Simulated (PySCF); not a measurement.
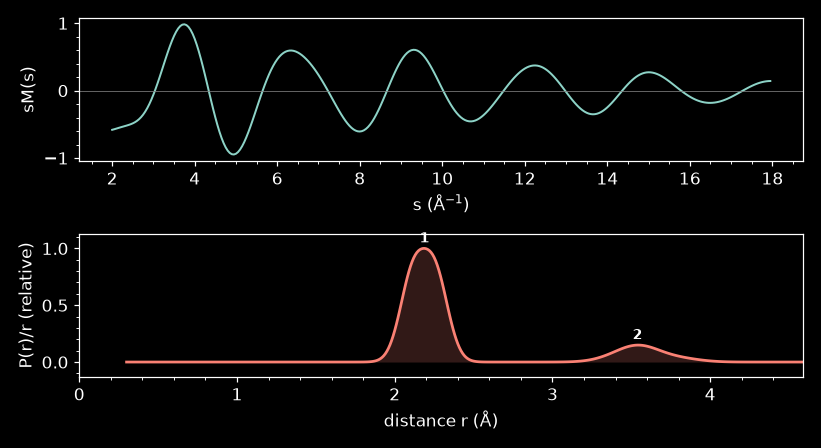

Simulated gas electron diffraction: reduced molecular intensity sM(s) from the Debye equation in the first Born approximation (top) and the radial distribution curve (bottom) of Cl₂S₂W. Each pair of atoms contributes with weight ZᵢZⱼ/r; damping constant 0.002 Å²; vibrational amplitudes assumed, not computed: 0.05 Å for bonds, 0.078 Å for bonds to H, 0.06 + 0.015 r up to 0.15 Å for other pairs. The geometry is the end point of an optimisation (PBE0-D3(BJ)/def2-SVP geometry optimisation, gas phase in PySCF 2.14.0, density-fitted response routines); it may be a saddle point or a higher isomer.

Q: Which pairs of atoms lie under the numbered peaks? Mark bonded pairs by – and others by ···.

A: Peak 1, 2.19 Å: W–S 2.11–2.12 Å (×2), W–Cl 2.26 Å (×2), not resolved
Peak 2, 3.54 Å: S···S 3.41 Å, Cl···S 3.55–3.56 Å (×4), Cl···Cl 3.80 Å, not resolved
